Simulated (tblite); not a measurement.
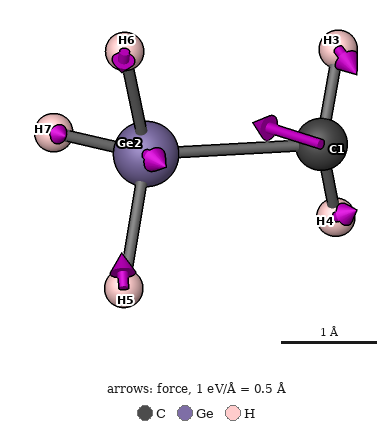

Starting geometry of CH5Ge (multiplicity 2) with the computed forces as purple arrows. The picture is a ball-and-stick view, seen at a tilt.

These are results of tblite, GFN2-xTB geometry optimisation, gas phase, not measurements. 

Q: Is this structure relaxed? If not, where do the atoms go?

A: It isn't relaxed: the largest force vector, on C1, is 1.95 eV/Å. The final displacements follow the starting forces only in part (cosine between the two patterns 0.69). Over 26 geometry steps the energy falls by 8.56 kcal/mol. C1 moves most after the best rigid fit: 0.28 Å. By element the largest moves are C 0.28 Å, H 0.24 Å, Ge 0.05 Å. Some distances before and after: Ge2–H5 1.563 → 1.492 Å, C1–Ge2 1.960 → 1.895 Å, Ge2–H6 1.545 → 1.492 Å, Ge2–H7 1.544 → 1.501 Å. Among the angles between lasting bonds that change: Ge2–C1–H3 109.3° → 122.4°, H3–C1–H4 109.4° → 115.1°, H5–Ge2–H7 109.9° → 106.6°. Cost: 0.05 s on 1 thread of Arm Neoverse V2, with other jobs on the host.
